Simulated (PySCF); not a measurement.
H₅ClOSi₂, SMILES [SiH3]O[SiH2]Cl at its PBE/def2-SVP optimised geometry (Å):

```
9

Si     1.6648    -0.7763     0.0000
O     -0.0182    -0.7763     0.0000
Si    -1.3505     0.2116     0.0000
Cl    -0.7558     2.2072    -0.1107
H      2.1901    -0.1763     1.2746
H      2.1927     0.0006    -1.1735
H      2.1023    -2.2072    -0.1021
H     -2.1126     0.0283     1.2754
H     -2.1927    -0.0885    -1.2002
```

Level of theory: PBE/def2-TZVP run with PySCF 2.14.0. Cells within 0.4 Å of a nucleus heavier than hydrogen are left out (blank, or x).

Map of the deformation density (molecule minus spherical neutral atoms) (e/bohr³) on the plane z = 0.0 Å:

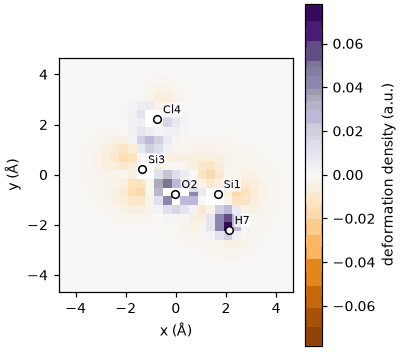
Figure: Deformation density (molecule minus spherical neutral atoms) (e/bohr³) on the plane z = 0.0 Å.
